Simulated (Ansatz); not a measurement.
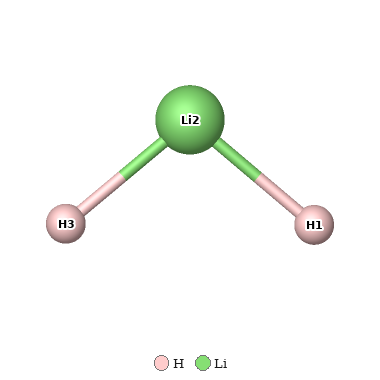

The system is H + LiH, spin multiplicity 2; the picture shows the reference structure. First axis: distance H1–Li2. Second axis: distance Li2–H3. Nothing is relaxed (the angle H1–Li2–H3 is fixed at 100 degrees). The grid has 17 × 17 points; 153 points were computed and 136 follow by symmetry. Energies are in eV, from H far from the relaxed LiH (each part in its own basis). Computed with Ansatz, UKS PBE0-D4/aug-cc-pVTZ.

Its coordinates:

```xyz
3

H    -1.7130    0.0000    0.0000
Li    0.0000    0.0000    0.0000
H     0.2975    1.6870    0.0000
```

Range: distance H1–Li2 from 1.272 to 3.272 Å; distance Li2–H3 from 1.272 to 3.272 Å.

Question: What landscape does the calculation give?

Answer: The lowest grid point is at distance H1–Li2 = 1.713 Å, distance Li2–H3 = 1.713 Å, −0.46 eV from H far from the relaxed LiH (each part in its own basis). It is the only kind of minimum in the scanned range. The highest grid point, distance H1–Li2 = 3.272 Å, distance Li2–H3 = 3.272 Å, lies 2.10 eV above the lowest. Round the minimum the two coordinates are weakly coupled (coupling 0.08 in units of the two stiffnesses).

| distance Li2–H3 ↓, distance H1–Li2 → | 1.326 | 1.499 | 1.713 | 1.955 | 2.219 | 2.501 | 2.799 | 3.111 |
| --- | --- | --- | --- | --- | --- | --- | --- | --- |
| 3.111 | 0.31 | 0.01 | 0.01 | 0.23 | 0.54 | 0.91 | 1.23 | 1.46 |
| 2.799 | 0.29 | −0.02 | −0.02 | 0.18 | 0.45 | 0.77 | 1.04 | 1.23 |
| 2.501 | 0.24 | −0.07 | −0.10 | 0.07 | 0.28 | 0.55 | 0.77 | 0.91 |
| 2.219 | 0.14 | −0.18 | −0.23 | −0.09 | 0.07 | 0.28 | 0.45 | 0.54 |
| 1.955 | 0.03 | −0.30 | −0.38 | −0.26 | −0.09 | 0.07 | 0.18 | 0.23 |
| 1.713 | −0.03 | −0.37 | −0.46 | −0.38 | −0.23 | −0.10 | −0.02 | 0.01 |
| 1.499 | 0.06 | −0.27 | −0.37 | −0.30 | −0.18 | −0.07 | −0.02 | 0.01 |
| 1.326 | 0.39 | 0.06 | −0.03 | 0.03 | 0.14 | 0.24 | 0.29 | 0.31 |

The table holds every second grid line.

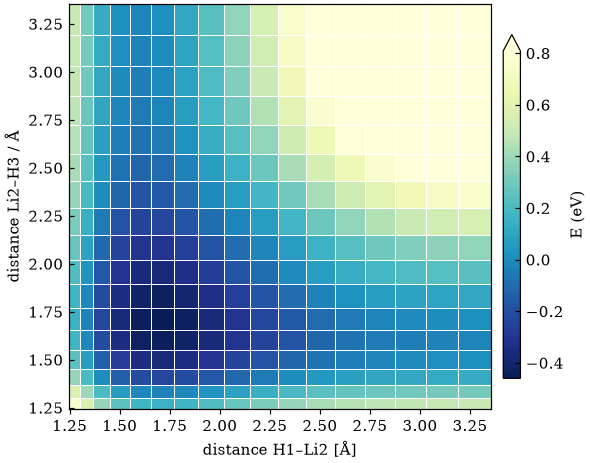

Drawn: one coloured cell a grid point, one colour for all values above the top of the scale.

Time for the 153 points that were run: 7.8 min on 1 thread of Arm Neoverse N1 (shared host).
